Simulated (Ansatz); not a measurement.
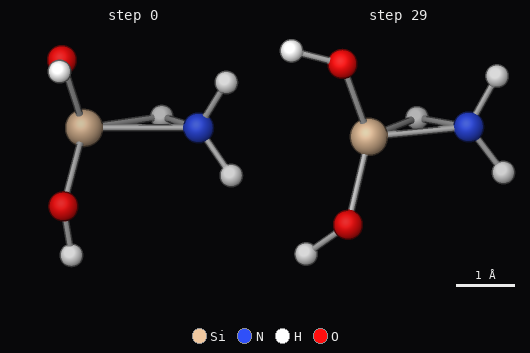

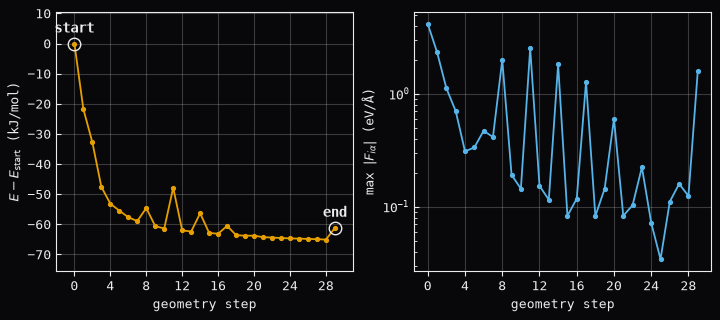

First and last geometry of a saddle-point search of SiNH5O2 (charge +1), with the history of the run. A ball-and-stick model, seen at a tilt.

Method: Ansatz 0.2.0, RKS PBE0-D4/def2-SVP.

Input file:
```yaml
crystal:
  periodic: [false, false, false]
  atoms:
    - {symbol: Si, position_ang: [-0.917100, -0.047700, 0.026900]}
    - {symbol: N, position_ang: [0.881900, -0.923900, -0.064400]}
    - {symbol: H, position_ang: [-0.205000, -1.568300, 0.085600]}
    - {symbol: O, position_ang: [-0.617300, 1.177400, 1.092900]}
    - {symbol: O, position_ang: [-0.982200, 0.717400, -1.400700]}
    - {symbol: H, position_ang: [1.570400, -0.904700, 0.680500]}
    - {symbol: H, position_ang: [1.355500, -1.015900, -0.955200]}
    - {symbol: H, position_ang: [-0.527800, 0.990600, 2.020700]}
    - {symbol: H, position_ang: [-0.558400, 1.575200, -1.486200]}
basis:
  gaussian: {orbitals: def2-SVP}
total_charge: 1
hamiltonian: {xc: pbe0, dispersion: d4}
saddle:
  max_steps: 30
  mode_guess:
    - [-0.4641, 0.1333, 0.0581]
    - [-0.2418, -0.2605, 0.0780]
    - [0.7502, 0.0470, -0.1325]
    - [0.0383, 0.0533, -0.0297]
    - [0.0591, 0.0450, -0.0487]
    - [-0.1172, -0.0483, 0.0284]
    - [-0.1058, -0.0182, 0.0402]
    - [0.0446, 0.0077, 0.0184]
    - [0.0366, 0.0407, -0.0122]
```

Command:
```bash
ansatz run in.yaml --threads 4 --pin off --events-out ev --progress --plain --max-ram 9574MiB
```

> Read the history and describe the run.

The relaxation stopped without meeting its thresholds, so the last structure isn't shown to be converged. The input was poor on purpose: wrong charge. After 29 geometry steps the energy has fallen by 61.2 kJ/mol. The largest force component goes from 4.1 to 1.6 eV/Å. The atom that moves furthest after the best rigid fit is H9 (0.76 Å). Largest moves by element: H 0.76 Å, Si 0.60 Å, O 0.47 Å, N 0.14 Å. Near-neighbour distances that change, for instance: Si1–N2 2.003 → 1.771 Å, N2–H3 1.272 → 1.455 Å, O4–H8 0.951 → 1.009 Å, Si1–O4 1.651 → 1.610 Å. Among the angles between lasting bonds that change: O4–Si1–O5 103.0° → 126.1°, N2–Si1–H3 39.2° → 50.1°, Si1–O5–H9 118.8° → 128.3°. The run took 2.1 min on 4 threads of Intel Xeon @ 2.70GHz, on a shared host.

```csv
step,"E − E(0), kJ/mol","largest force component, eV/Å"
0,0.00,4.1445
1,-21.77,2.3281
2,-32.77,1.1162
3,-47.54,0.7016
4,-53.15,0.3083
5,-55.43,0.3343
6,-57.64,0.4700
7,-58.92,0.4134
8,-54.58,1.9913
9,-60.58,0.1910
10,-61.38,0.1440
11,-47.85,2.5205
12,-61.99,0.1530
13,-62.37,0.1149
14,-56.30,1.8267
15,-62.83,0.0829
16,-63.12,0.1176
17,-60.49,1.2743
18,-63.56,0.0826
19,-63.78,0.1443
20,-63.74,0.6007
21,-64.24,0.0830
22,-64.37,0.1029
23,-64.54,0.2232
24,-64.66,0.0720
25,-64.73,0.0342
26,-64.84,0.1109
27,-64.90,0.1590
28,-65.06,0.1244
29,-61.17,1.5781
```
